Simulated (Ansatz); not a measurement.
The calculation's input:

```
basis:
  gaussian:
    orbitals: def2-TZVPD
crystal:
  periodic: [false, false, false]
  atoms:
    - {symbol: C, position_ang: [1.358924, -1.092573, -2.087784]}
    - {symbol: C, position_ang: [1.920687, 0.287555, -1.751951]}
    - {symbol: Al, position_ang: [0.760595, 1.465451, -0.707795]}
    - {symbol: O, position_ang: [-0.771070, 0.831491, -0.267987]}
    - {symbol: H, position_ang: [0.431170, -1.022072, -2.668669]}
    - {symbol: H, position_ang: [2.067606, -1.694185, -2.673654]}
    - {symbol: H, position_ang: [1.115796, -1.662454, -1.182668]}
    - {symbol: H, position_ang: [2.196428, 0.827131, -2.674077]}
    - {symbol: H, position_ang: [2.874661, 0.193632, -1.205389]}
    - {symbol: H, position_ang: [1.150978, 2.942173, -0.255530]}
    - {symbol: H, position_ang: [-1.440973, 1.293678, 0.241518]}
output: {forces: true, orbitals: {seedname: orbitals}}
hamiltonian:
  xc: {name: PBE0}
```

Command:

```sh
ansatz run input.yaml --threads 2 --pin off --max-ram 4350MiB --events-out events.jsonl --progress --plain --runs-dir runs
```

Geometry: PBE0-D3(BJ)/pcseg-1.

The calculation used isolated molecule in a Gaussian basis; Kohn-Sham density functional theory, functional PBE0 in Ansatz 0.2.0.

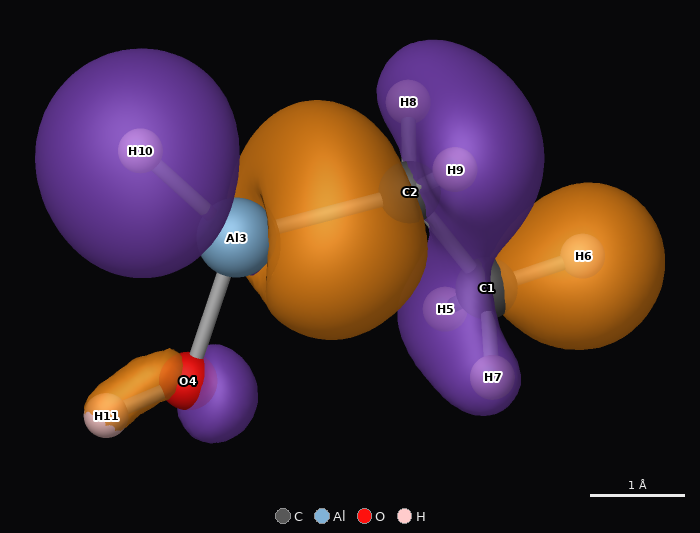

C$_{2}$H$_{7}$AlO. The HOMO at ±0.08 Å⁻³ᐟ² (orange and purple are the two phases), seen at a tilt.

Describe this orbital and give its energy.

It lies mainly on C2 (about 35 %), Al3 (about 20 %), H10 (about 15 %), C1 (about 10 %) and H6 (about 5 %). Its energy is −7.54 eV.
